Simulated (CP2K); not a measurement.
**GFN2-xTB run of GeSiH3F3 (SMILES F[Si](F)(F)[GeH3])**

Aim: the vertical ionisation energy of GeSiH3F3 at GFN2-xTB, from 2 runs. 

Program for the calculation: CP2K 2026.2.

7 further runs of the same task are left out: 4 that didn't finish, 3 set aside as unsound or not needed.

## (1) The system as given

The species is GeSiH3F3 (8 atoms), meant as a singlet with charge 0. As SMILES, `F[Si](F)(F)[GeH3]`. The coordinates come from a PBE0-D4/def2-TZVP relaxation.

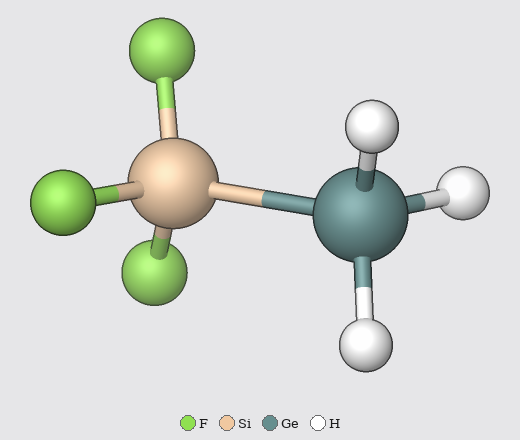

The structure, seen from a chosen angle (fluorine green, silicon light orange, germanium teal, hydrogen white).

## (2) A single-point energy at GFN2-xTB

mol.inp reads:

```
&GLOBAL
  PROJECT_NAME mol
  RUN_TYPE ENERGY
  PRINT_LEVEL MEDIUM
&END GLOBAL

&FORCE_EVAL
  METHOD QUICKSTEP
  &DFT
    CHARGE 0
    MULTIPLICITY 1
    &QS
      METHOD XTB
      EPS_DEFAULT 1.0E-10
      &XTB
        GFN_TYPE TBLITE
        &TBLITE
          METHOD GFN2
        &END TBLITE
        CHECK_ATOMIC_CHARGES F
      &END XTB
    &END QS
    &POISSON
      PERIODIC NONE
      POISSON_SOLVER ANALYTIC
    &END POISSON
    # SCF settings
    &SCF
      SCF_GUESS ATOMIC
      EPS_SCF 1.0E-06
      MAX_SCF 150
      ADDED_MOS 4
      &DIAGONALIZATION
        ALGORITHM STANDARD
      &END DIAGONALIZATION
      &MIXING
        METHOD DIRECT_P_MIXING
        ALPHA 0.4
      &END MIXING
      &SMEAR ON
        METHOD FERMI_DIRAC
        ELECTRONIC_TEMPERATURE [K] 300
      &END SMEAR
    &END SCF
    # extra output
    &PRINT
      &MOMENTS
        PERIODIC F
        REFERENCE COM
        MAX_MOMENT 1
      &END MOMENTS
      &MO ON
        ENERGIES T
        OCCUPATION_NUMBERS T
        NDIGITS 6
        &EACH
          QS_SCF 0
        &END EACH
        ADD_LAST NUMERIC
      &END MO
      &HIRSHFELD OFF
      &END HIRSHFELD
    &END PRINT
  &END DFT
  &SUBSYS
    # box in angstrom
    &CELL
      ABC [angstrom] 15.6 15.8 14.5
      PERIODIC NONE
    &END CELL
    &COORD
      F      9.580800     7.321600     8.510250
      Si     8.357700     6.973000     7.570850
      F      7.423000     5.984900     8.377050
      F      8.935300     6.163000     6.341850
      Ge     7.198100     8.913500     6.879150
      H      6.682200     9.657000     8.116250
      H      6.019200     8.503000     5.989750
      H      8.155000     9.815100     6.091450
    &END COORD
  &END SUBSYS
&END FORCE_EVAL
```

Command:

```
OMP_NUM_THREADS=1 cp2k.psmp -i mol.inp > mol.out 2>&1
```

The program printed (excerpt; [...] marks lines left out):

```text
CP2K| version string:                                       CP2K version 2026.2
[...]
 GLOBAL| Method name                                                        CP2K
[...]
 GLOBAL| Run type                                                         ENERGY
[...]
                             - Atoms:                                          8
[...]
                             - Spherical basis functions:                     33
[...]
 Number of electrons:                                                         32
[...]
  *** SCF run converged in    18 steps ***
[...]
  Fermi energy:                                                -0.23496942339950
[...]
 TB_DIPOLE| Moment [Debye]         -1.22441844       2.04965696      -0.73040250
 TB_DIPOLE| Derivative [a.u.]       0.00000000       0.00000000       0.00000000
[...]
 ENERGY| Total FORCE_EVAL ( QS ) energy [hartree]            -19.566924694346930
[...]
```

Run time: 0.87 s. Hardware: 1 thread of Intel Xeon 6975P-C (Granite Rapids), shared host; peak memory 0.19 GiB.

## (3) The doublet cation at the same level

run.inp reads:

```
&GLOBAL
   PROJECT run
   RUN_TYPE ENERGY
   PRINT_LEVEL MEDIUM
&END GLOBAL
&FORCE_EVAL
   METHOD QUICKSTEP
   &DFT
      CHARGE 1
      MULTIPLICITY 2
      UNRESTRICTED_KOHN_SHAM T
      ! Quickstep
      &QS
         METHOD XTB
         EPS_DEFAULT 1.0E-10
         &XTB
            GFN_TYPE TBLITE
            &TBLITE
               METHOD GFN2
            &END TBLITE
            CHECK_ATOMIC_CHARGES F
         &END XTB
      &END QS
      ! isolated system
      &POISSON
         PERIODIC NONE
         POISSON_SOLVER ANALYTIC
      &END POISSON
      &SCF
         SCF_GUESS ATOMIC
         EPS_SCF 1.0E-06
         MAX_SCF 150
         ADDED_MOS 8
         &DIAGONALIZATION
            ALGORITHM STANDARD
         &END DIAGONALIZATION
         &MIXING
            METHOD DIRECT_P_MIXING
            ALPHA 0.4
         &END MIXING
      &END SCF
      &PRINT
         &MOMENTS
            PERIODIC F
            REFERENCE COM
            MAX_MOMENT 1
         &END MOMENTS
         &MO ON
            ENERGIES T
            OCCUPATION_NUMBERS T
            NDIGITS 6
            &EACH
               QS_SCF 0
            &END EACH
            ADD_LAST NUMERIC
         &END MO
         &HIRSHFELD OFF
         &END HIRSHFELD
      &END PRINT
   &END DFT
   ! atoms, cell and kinds
   &SUBSYS
      ! box in angstrom
      &CELL
         ABC [angstrom] 15.6 15.8 14.5
         PERIODIC NONE
      &END CELL
      &COORD
         F      9.580800     7.321600     8.510250
         Si     8.357700     6.973000     7.570850
         F      7.423000     5.984900     8.377050
         F      8.935300     6.163000     6.341850
         Ge     7.198100     8.913500     6.879150
         H      6.682200     9.657000     8.116250
         H      6.019200     8.503000     5.989750
         H      8.155000     9.815100     6.091450
      &END COORD
   &END SUBSYS
&END FORCE_EVAL
```

Command:

```
OMP_NUM_THREADS=1 cp2k.psmp -i run.inp > run.out 2>&1
```

The program printed (excerpt; [...] marks lines left out):

```text
CP2K| version string:                                       CP2K version 2026.2
[...]
 GLOBAL| Method name                                                        CP2K
[...]
 GLOBAL| Run type                                                         ENERGY
[...]
                             - Atoms:                                          8
[...]
                             - Spherical basis functions:                     33
[...]
 Number of electrons:                                                         16
[...]
  *** SCF run converged in    18 steps ***
[...]
  Fermi energy:                                                -0.66536363943522
[...]
 TB_DIPOLE| Moment [Debye]         -1.82219536       3.05029827      -1.08697586
 TB_DIPOLE| Derivative [a.u.]       0.00000000       0.00000000       0.00000000
[...]
 ENERGY| Total FORCE_EVAL ( QS ) energy [hartree]            -19.019132638681818
[...]
```

It took 0.89 s on 1 thread of Intel Xeon 6975P-C (Granite Rapids), shared host; peak memory 0.19 GiB.

## (4) Outcome

Level: GFN2-xTB.

| quantity | value |
| --- | --- |
| singlet GeSiH3F3: total energy | -19.56692 Eh |
| singlet GeSiH3F3: dipole moment (from atomic charges alone) | 2.50 D |
| singlet GeSiH3F3: HOMO energy | -11.82 eV |
| singlet GeSiH3F3: LUMO energy | -5.50 eV |
| singlet GeSiH3F3: HOMO–LUMO gap | 6.32 eV |
| doublet cation: total energy | -19.01913 Eh |
| doublet cation: HOMO energy (highest over α and β) | -18.20 eV |
| doublet cation: LUMO energy (lowest over α and β) | -18.01 eV |
| vertical ionisation energy (to the doublet cation) | 14.906 eV |

In words: The vertical ionisation energy comes to 14.91 eV (344 kcal/mol). No empirical shift is applied, and without it xTB methods put this difference several eV too high. The dipole (singlet GeSiH3F3) comes from point charges on the atoms alone, without atomic dipoles, so it is partial.
